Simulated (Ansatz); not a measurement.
## SiH₄O: a changed input and its effect

System: SiH₄O.
Method of run A: RKS B3LYP-D4/def2-TZVPPD (Ansatz 0.2.0).

The input adds 5 ghost centres (basis functions without nuclei or electrons, not drawn) at the places of a partner molecule, so the energy is that in the basis of the pair. The geometry comes from this level: PBE0-D4/def2-TZVP. Text and figures count atoms from 1; the logs count them from 0 in places.

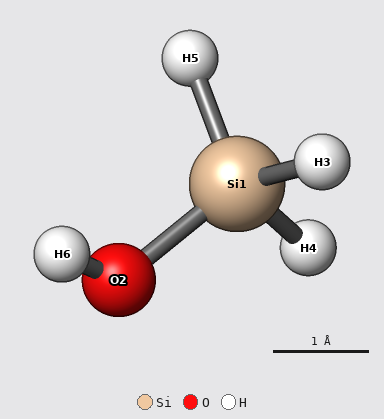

Figure 1. The structure (ball-and-stick view, seen at a tilt; atoms are numbered from 1 in the order of the input). Bond lengths as drawn: H–O 0.96 Å, H–Si 1.48 to 1.49 Å and O–Si 1.65 Å.

## The input, run A
```yaml
crystal:
  periodic: [false, false, false]
  atoms:
    - {symbol: Si, position_ang: [-0.361199, 0.197317, 2.002921]}
    - {symbol: O, position_ang: [0.893450, -0.512150, 1.201854]}
    - {symbol: H, position_ang: [0.044464, 1.490140, 2.619443]}
    - {symbol: H, position_ang: [-1.411425, 0.430265, 0.986556]}
    - {symbol: H, position_ang: [-0.886472, -0.682093, 3.083153]}
    - {symbol: H, position_ang: [1.676398, -0.736380, 1.705617]}
basis:
  gaussian:
    orbitals: "def2-TZVPPD.json"
    ghost_atoms:
      - {symbol: C, position_ang: [0.010183, -0.037985, -2.318754]}
      - {symbol: H, position_ang: [0.629329, 0.685757, -2.848905]}
      - {symbol: H, position_ang: [0.488602, -0.311819, -1.378925]}
      - {symbol: H, position_ang: [-0.117697, -0.925930, -2.937907]}
      - {symbol: H, position_ang: [-0.965732, 0.402876, -2.114954]}
hamiltonian: {xc: {name: B3LYP}, dispersion: d4}
```

Command:
```bash
ansatz run in.yaml --threads 4 --pin off --events-out ev --progress --plain --max-ram 9574MiB
```

Hardware: 4 threads of AMD EPYC, 31 GiB of memory available, shared host.

## Output (run A)
```
Functional definition: B3LYP
  parameter a0 = 0.2
  parameter ax = 0.72
  parameter ac = 0.81
  exchange = (1 - a0 - ax)*slater_x + ax*b88_x + a0*exact_x
  correlation = (1 - ac)*vwn_rpa_c + ac*lyp_c
1099 factors; their error is unknown
mean field evaluation 1: about -9987.8186 eV, gradient 5.6e1 eV
mean field evaluation 2: about -9973.6803 eV, gradient 1.0e2 eV
mean field evaluation 4: about -9992.7608 eV, gradient 1.4e0 eV
mean field evaluation 8: about -9992.7781 eV, gradient 2.6e-2 eV
mean field -9992.77812927 eV, -367.2278229025 hartree, gradient 3.0e-5 eV, S^2 0.000000; 0 other end points of the search recorded, 0 dependent functions left out
reference -9992.77837348 eV, -367.2278318770 hartree; 13, 13 occupied and 248, 248 virtual orbitals, 1099 factors
Total energy: -9992.88305461 eV, -367.2316788374 hartree
```

For run B the input was changed thus:
```diff
-    - {symbol: Si, position_ang: [-0.361199, 0.197317, 2.002921]}
-    - {symbol: O, position_ang: [0.893450, -0.512150, 1.201854]}
-    - {symbol: H, position_ang: [0.044464, 1.490140, 2.619443]}
-    - {symbol: H, position_ang: [-1.411425, 0.430265, 0.986556]}
-    - {symbol: H, position_ang: [-0.886472, -0.682093, 3.083153]}
-    - {symbol: H, position_ang: [1.676398, -0.736380, 1.705617]}
+    - {symbol: Si, position_ang: [-0.359524, 0.190311, 1.568582]}
+    - {symbol: O, position_ang: [0.895124, -0.519156, 0.767516]}
+    - {symbol: H, position_ang: [0.046139, 1.483134, 2.185105]}
+    - {symbol: H, position_ang: [-1.409750, 0.423259, 0.552218]}
+    - {symbol: H, position_ang: [-0.884797, -0.689099, 2.648814]}
+    - {symbol: H, position_ang: [1.678073, -0.743385, 1.271279]}
```

How does run B compare with run A?

With the same method and basis, run B lies 0.01 kcal/mol lower.

## Output (run B)
```
Functional definition: B3LYP
  parameter a0 = 0.2
  parameter ax = 0.72
  parameter ac = 0.81
  exchange = (1 - a0 - ax)*slater_x + ax*b88_x + a0*exact_x
  correlation = (1 - ac)*vwn_rpa_c + ac*lyp_c
1099 factors; their error is unknown
mean field evaluation 1: about -9987.8179 eV, gradient 5.6e1 eV
mean field evaluation 2: about -9973.6798 eV, gradient 1.0e2 eV
mean field evaluation 4: about -9992.7600 eV, gradient 1.4e0 eV
mean field evaluation 8: about -9992.7788 eV, gradient 2.6e-2 eV
mean field -9992.77877239 eV, -367.2278465367 hartree, gradient 3.5e-5 eV, S^2 0.000000; 0 other end points of the search recorded, 0 dependent functions left out
reference -9992.77901779 eV, -367.2278555550 hartree; 13, 13 occupied and 248, 248 virtual orbitals, 1099 factors
Total energy: -9992.88369894 eV, -367.2317025160 hartree
```

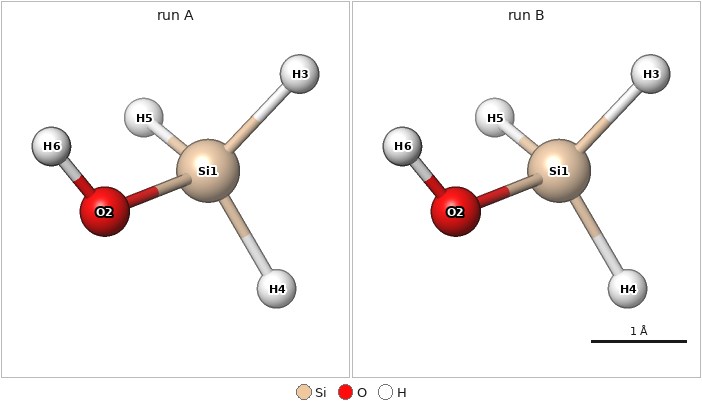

Figure 2. The two input geometries at one scale (ball-and-stick view, seen at a tilt). The atoms keep their places after the best rigid fit (all moves are under 0.005 Å).

## The two runs side by side

| quantity | run A | run B |
| --- | --- | --- |
| outcome | converged | converged |
| total energy (hartree) | −367.231679 | −367.231703 |
| basis functions | 261 | 261 |
| wall time (shared host) | 2.3 s | 1.9 s |
